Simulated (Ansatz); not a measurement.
# H2F radical: a reaction over two bond lengths

How does the energy of the system FH + H, spin multiplicity 2 change over two coordinates at once? A grid of runs gives the map.

Computed with Ansatz 0.2.0. Level: UKS PBE-D4/def2-TZVP.

### 1 Reference run: H₂F radical, relaxed

input.yaml reads:

```yaml
crystal:
  periodic: [false, false, false]
  atoms:
    - { symbol: H, position_ang: [-0.0392, -0.0554, -0.0321] }
    - { symbol: F, position_ang: [0.6492, 0.8165, 0.4261] }
    - { symbol: H, position_ang: [-0.61, -0.7611, -0.394] }
magnetization:
  spin_polarized: true
  initial_magnetization: 1
basis:
  gaussian: { orbitals: def2-TZVP }
hamiltonian:
  xc: pbe
  dispersion: d4
output:
  forces: true
relax:
  f_tol: 0.02
  max_steps: 120
  constraints: [{ distance: [0, 2] }, { distance: [0, 1] }]
  escape_saddle: false
```

Command:

```bash
$ ansatz run input.yaml --threads 1 --pin off --max-ram 2048MiB --backend cpu --events-out ev --progress --plain --runs-dir out
```

Log:

```text
Warning: RAYON_NUM_THREADS=1 ignored (pool sized by the plan → 1); use --threads N
The last accepted step is kept in <dir> (removed where the run ends without a failure and the disk answers)
Engine: ansatz 0.2.0, x86_64-unknown-linux-gnu
Functional definition: PBE
  parameter kappa = 0.804
  parameter beta = 0.06672455060314922
  exchange = pbe_x(kappa = kappa, mu = beta*pi^2/3)
  correlation = pbe_c(beta = beta)
244 factors; their error is unknown
mean field evaluation 1: about -2743.6049 eV, gradient 1.9e1 eV
mean field evaluation 2: about -2730.2862 eV, gradient 5.8e1 eV
mean field evaluation 4: about -2744.6934 eV, gradient 4.0e0 eV
mean field evaluation 8: about -2744.7594 eV, gradient 9.4e-2 eV
mean field evaluation 16: about -2744.7595 eV, gradient 1.1e-5 eV
mean field -2744.75945118 eV, -100.8680493662 hartree, gradient 1.1e-5 eV, S^2 0.755114; 0 other end points of the search recorded, 0 dependent functions left out
the calculation of the forces begins
reference -2744.75947377 eV, -100.8680501963 hartree; 6, 5 occupied and 37, 38 virtual orbitals, 244 factors
relax step   1: F+E_penalty+E_count = -2744.76758160 eV  Δ(F+E_penalty+E_count) = +0.000e0 eV  max|allowed force component| = 2.097e-3 eV/Å  Δτ_max = 0.0000 Å  (27 SCF iters, accepted)
  distance H 0 - H 2 held at 0.977137 Å   reaction = +1.9719e-1 eV/Å
  distance H 0 - F 1 held at 1.201687 Å   reaction = +2.2779e0 eV/Å
Total energy: -2744.76760419 eV, -100.8683489836 hartree
Atom 0 at    -0.039200    -0.055400    -0.032100 Å, force     1.187606     1.510935     0.797536 eV/Å
Atom 1 at     0.649200     0.816500     0.426100 Å, force    -1.303933    -1.652981    -0.869437 eV/Å
Atom 2 at    -0.610000    -0.761100    -0.394000 Å, force     0.116327     0.142045     0.071901 eV/Å
Dipole moment:    -0.271022    -0.341593    -0.178644 e Å
```

It took 0.95 s on 1 thread of Intel Xeon Platinum 8259CL at 2.50GHz (Skylake/Cascade Lake), shared host; peak memory 0.1 GiB.

### 2 Setting up the map

First coordinate, distance H1–H3 (bond that forms): 7 values from 0.666 to 2.166 Å. Second coordinate, distance H1–F2 (bond that breaks): 7 values from 0.819 to 2.019 Å.

Relaxed at each point: all other coordinates. Energies count from a guessed transition structure relaxed with its forming and breaking bonds held. Points are written as (first, second).

Below, 3 of the grid's runs; all are launched alike.

### 3 The run at (2.166 Å, 1.774 Å)

input.yaml reads:

```yaml
crystal:
  periodic: [false, false, false]
  atoms:
    - { symbol: H, position_ang: [0.099211, 0.087678, 0.026358] }
    - { symbol: F, position_ang: [1.087071, 1.38257, 0.729538] }
    - { symbol: H, position_ang: [-1.186283, -1.47025, -0.755897] }
magnetization:
  spin_polarized: true
  initial_magnetization: 1
basis:
  gaussian: { orbitals: def2-TZVP }
hamiltonian:
  xc: pbe
  dispersion: d4
output:
  forces: true
relax:
  f_tol: 0.015
  max_steps: 60
  escape_saddle: false
  constraints: [{ distance: [0, 2] }, { distance: [0, 1] }]
```

Command:

```bash
$ ansatz run input.yaml --threads 1 --pin off --max-ram 2048MiB --backend cpu --events-out ev --progress --plain --runs-dir out
```

Log, cut to the lines that bear on the results:

```text
Warning: RAYON_NUM_THREADS=1 ignored (pool sized by the plan → 1); use --threads N
[...]
[... 1 set-up line as earlier in the session ...]
[...]
244 factors; their error is unknown
[...]
mean field -2741.27312669 eV, -100.7399293042 hartree, gradient 2.0e-5 eV, S^2 0.856286; 7 other end points of the search recorded, 0 dependent functions left out
[...]
reference -2741.27315326 eV, -100.7399302807 hartree; 6, 5 occupied and 37, 38 virtual orbitals, 244 factors
relax step   1: F+E_penalty+E_count = -2741.27922547 eV  Δ(F+E_penalty+E_count) = +0.000e0 eV  max|allowed force component| = 2.742e-4 eV/Å  Δτ_max = 0.0000 Å  (188 SCF iters, accepted)
  distance H 0 - H 2 held at 2.166000 Å   reaction = +4.6534e-1 eV/Å
  distance H 0 - F 1 held at 1.774000 Å   reaction = +3.6829e0 eV/Å
Total energy: -2741.27925204 eV, -100.7401544067 hartree
Atom 0 at     0.099211     0.087678     0.026358 Å, force     1.774401     2.353640     1.292043 eV/Å
Atom 1 at     1.087071     1.382570     0.729538 Å, force    -2.050688    -2.688295    -1.459977 eV/Å
Atom 2 at    -1.186283    -1.470250    -0.755897 Å, force     0.276287     0.334655     0.167934 eV/Å
Dipole moment:    -0.418827    -0.540305    -0.289045 e Å
```

Wall time 2.6 s (1 thread of Intel Xeon Platinum 8259CL at 2.50GHz (Skylake/Cascade Lake), shared host); peak memory 0.1 GiB.

Energy on the map's scale: 80 kcal/mol.

### 4 Grid point (1.860 Å, 0.947 Å)

input.yaml reads:

```yaml
crystal:
  periodic: [false, false, false]
  atoms:
    - { symbol: H, position_ang: [0.183986, 0.217982, 0.106739] }
    - { symbol: F, position_ang: [0.719896, 0.906939, 0.474094] }
    - { symbol: H, position_ang: [-0.903882, -1.12492, -0.580834] }
magnetization:
  spin_polarized: true
  initial_magnetization: 1
basis:
  gaussian: { orbitals: def2-TZVP }
hamiltonian:
  xc: pbe
  dispersion: d4
output:
  forces: true
relax:
  f_tol: 0.015
  max_steps: 60
  escape_saddle: false
  constraints: [{ distance: [0, 2] }, { distance: [0, 1] }]
```

Command:

```bash
$ ansatz run input.yaml --threads 1 --pin off --max-ram 2048MiB --backend cpu --events-out ev --progress --plain --runs-dir out
```

Log, cut to the lines that bear on the results:

```text
Warning: RAYON_NUM_THREADS=1 ignored (pool sized by the plan → 1); use --threads N
[...]
[... 1 set-up line as earlier in the session ...]
[...]
244 factors; their error is unknown
[...]
mean field -2745.39797758 eV, -100.8915147783 hartree, gradient 1.3e-5 eV, S^2 0.750085; 0 other end points of the search recorded, 0 dependent functions left out
[...]
reference -2745.39800169 eV, -100.8915156646 hartree; 6, 5 occupied and 37, 38 virtual orbitals, 244 factors
relax step   1: F+E_penalty+E_count = -2745.40484424 eV  Δ(F+E_penalty+E_count) = +0.000e0 eV  max|allowed force component| = 1.504e-3 eV/Å  Δτ_max = 0.0000 Å  (25 SCF iters, accepted)
  distance H 0 - H 2 held at 1.860000 Å   reaction = -2.3097e-2 eV/Å
  distance H 0 - F 1 held at 0.947001 Å   reaction = +4.9689e-1 eV/Å
Total energy: -2745.40486835 eV, -100.8917680098 hartree
Atom 0 at     0.183986     0.217982     0.106739 Å, force     0.293198     0.378609     0.202734 eV/Å
Atom 1 at     0.719896     0.906939     0.474094 Å, force    -0.280173    -0.361756    -0.193693 eV/Å
Atom 2 at    -0.903882    -1.124920    -0.580834 Å, force    -0.013026    -0.016853    -0.009041 eV/Å
Dipole moment:    -0.259562    -0.331726    -0.175873 e Å
```

Wall time 0.94 s (1 thread of Intel Xeon Platinum 8259CL at 2.50GHz (Skylake/Cascade Lake), shared host); peak memory 0.1 GiB.

On the map this point reads −15 kcal/mol.

### 5 Point (0.826 Å, 1.324 Å)

input.yaml reads:

```yaml
crystal:
  periodic: [false, false, false]
  atoms:
    - { symbol: H, position_ang: [-0.092223, -0.1213, -0.066079] }
    - { symbol: F, position_ang: [0.667195, 0.839074, 0.43785] }
    - { symbol: H, position_ang: [-0.574972, -0.717774, -0.371771] }
magnetization:
  spin_polarized: true
  initial_magnetization: 1
basis:
  gaussian: { orbitals: def2-TZVP }
hamiltonian:
  xc: pbe
  dispersion: d4
output:
  forces: true
relax:
  f_tol: 0.015
  max_steps: 60
  escape_saddle: false
  constraints: [{ distance: [0, 2] }, { distance: [0, 1] }]
```

Command:

```bash
$ ansatz run input.yaml --threads 1 --pin off --max-ram 2048MiB --backend cpu --events-out ev --progress --plain --runs-dir out
```

Log, cut to the lines that bear on the results:

```text
Warning: RAYON_NUM_THREADS=1 ignored (pool sized by the plan → 1); use --threads N
[...]
[... 1 set-up line as earlier in the session ...]
[...]
244 factors; their error is unknown
[...]
mean field -2744.54035896 eV, -100.8599978757 hartree, gradient 2.1e-5 eV, S^2 0.754690; 6 other end points of the search recorded, 0 dependent functions left out
[...]
reference -2744.54037935 eV, -100.8599986250 hartree; 6, 5 occupied and 37, 38 virtual orbitals, 244 factors
relax step   1: F+E_penalty+E_count = -2744.54633240 eV  Δ(F+E_penalty+E_count) = +0.000e0 eV  max|allowed force component| = 5.103e-4 eV/Å  Δτ_max = 0.0000 Å  (135 SCF iters, accepted)
  distance H 0 - H 2 held at 0.826000 Å   reaction = -6.2393e-1 eV/Å
  distance H 0 - F 1 held at 1.324001 Å   reaction = +1.2268e0 eV/Å
Total energy: -2744.54635279 eV, -100.8602181447 hartree
Atom 0 at    -0.092223    -0.121300    -0.066079 Å, force     1.067824     1.340598     0.698348 eV/Å
Atom 1 at     0.667195     0.839074     0.437850 Å, force    -0.703482    -0.889943    -0.467133 eV/Å
Atom 2 at    -0.574972    -0.717774    -0.371771 Å, force    -0.364343    -0.450655    -0.231216 eV/Å
Dipole moment:    -0.232557    -0.292778    -0.152942 e Å
```

It took 2.2 s on 1 thread of Intel Xeon Platinum 8259CL at 2.50GHz (Skylake/Cascade Lake), shared host; peak memory 0.1 GiB.

That is 5 kcal/mol from the zero.

### 6 The map

49 points were computed. Energies in kcal/mol, from a guessed transition structure relaxed with its forming and breaking bonds held:

| distance H1–F2 (bond that breaks) (Å) ↓, distance H1–H3 (bond that forms) (Å) → | 0.666 | 0.826 | 1.046 | 1.297 | 1.570 | 1.860 | 2.166 |
| --- | --- | --- | --- | --- | --- | --- | --- |
| 2.019 | 22 | 18 | 33 | 56 | 77 | 90 | 96 |
| 1.774 | 20 | 15 | 29 | 49 | 66 | 76 | 80 |
| 1.542 | 18 | 11 | 21 | 36 | 47 | 53 | 56 |
| 1.324 | 16 | 5 | 9 | 17 | 23 | 26 | 27 |
| 1.123 | 18 | 1 | −4 | −3 | −2 | −1 | 0 |
| 0.947 | 33 | 6 | −7 | −12 | −14 | −15 | −15 |
| 0.819 | 65 | 32 | 11 | 2 | −2 | −3 | −4 |

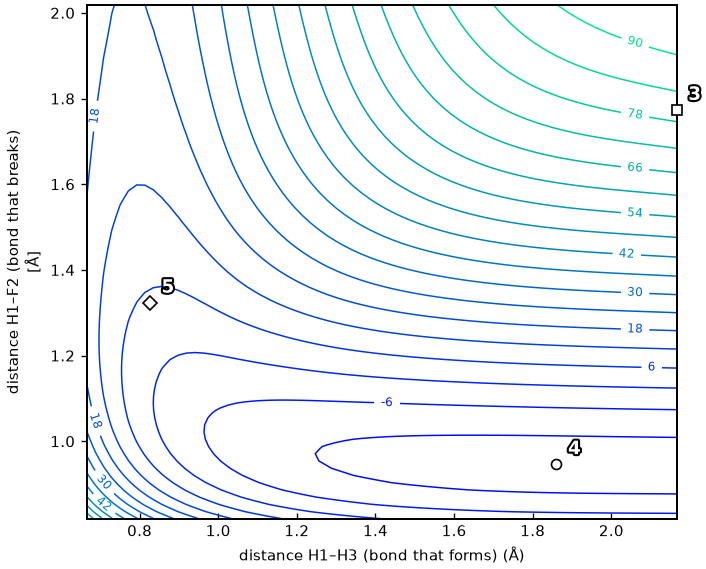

The map; numbers mark the steps of this session that print a point's run. Drawn: contour lines labelled in kcal/mol. Between grid points the surface is interpolated.

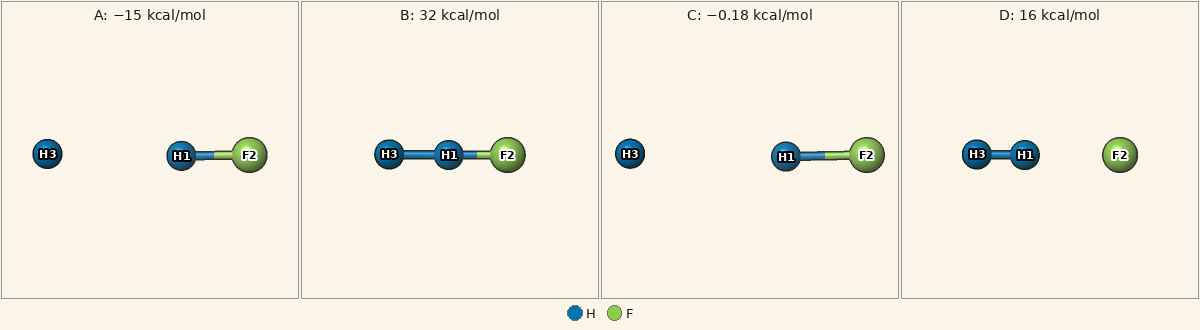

Structures on the grid, at one scale: A at (1.860 Å, 0.947 Å); B at (0.826 Å, 0.819 Å); C at (2.166 Å, 1.123 Å); D at (0.666 Å, 1.324 Å).

The ⟨S²⟩ (ħ²) at each point:

```tsv
distance H1–F2 (bond that breaks) (Å) ↓, distance H1–H3 (bond that forms) (Å) →	0.666	0.826	1.046	1.297	1.570	1.860	2.166
2.019	0.75	0.75	0.75	0.77	0.85	1.01	1.12
1.774	0.75	0.75	0.76	0.78	0.82	0.86	0.86
1.542	0.75	0.75	0.76	0.77	0.78	0.76	0.75
1.324	0.75	0.75	0.76	0.76	0.75	0.75	0.75
1.123	0.75	0.75	0.75	0.75	0.75	0.75	0.75
0.947	0.75	0.75	0.75	0.75	0.75	0.75	0.75
0.819	0.75	0.75	0.75	0.75	0.75	0.75	0.75
```

On the same grid, dipole moment (D):

| distance H1–F2 (bond that breaks) (Å) ↓, distance H1–H3 (bond that forms) (Å) → | 0.666 | 0.826 | 1.046 | 1.297 | 1.570 | 1.860 | 2.166 |
| --- | --- | --- | --- | --- | --- | --- | --- |
| 2.019 | 0.77 | 1.14 | 1.70 | 2.37 | 3.04 | 3.36 | 3.24 |
| 1.774 | 1.07 | 1.46 | 2.03 | 2.70 | 3.33 | 3.63 | 3.56 |
| 1.542 | 1.37 | 1.75 | 2.31 | 2.93 | 3.41 | 3.51 | 3.34 |
| 1.324 | 1.59 | 1.94 | 2.44 | 2.91 | 3.13 | 3.05 | 2.87 |
| 1.123 | 1.62 | 1.92 | 2.31 | 2.60 | 2.67 | 2.58 | 2.45 |
| 0.947 | 1.40 | 1.67 | 1.98 | 2.19 | 2.24 | 2.19 | 2.12 |
| 0.819 | 1.08 | 1.36 | 1.67 | 1.87 | 1.94 | 1.93 | 1.89 |

### 7 Results

| quantity | value |
| --- | --- |
| lowest point | (1.860 Å, 0.947 Å), −15 kcal/mol |
| highest computed point | (2.166 Å, 2.019 Å), 111 kcal/mol above the lowest |
| ⟨S²⟩ (ħ²) | 0.75 at (2.166 Å, 0.819 Å) to 1.12 at (2.166 Å, 2.019 Å); 0.75 at the lowest point |
| dipole moment (D) | 0.77 at (0.666 Å, 2.019 Å) to 3.63 at (1.860 Å, 1.774 Å); 2.19 at the lowest point |
| time for the whole task | 93 s on 1 thread, shared host |

In words: The lowest computed point is at (1.860 Å, 0.947 Å), −15 kcal/mol from a guessed transition structure relaxed with its forming and breaking bonds held. The highest computed point, (2.166 Å, 2.019 Å), lies 111 kcal/mol above the lowest.
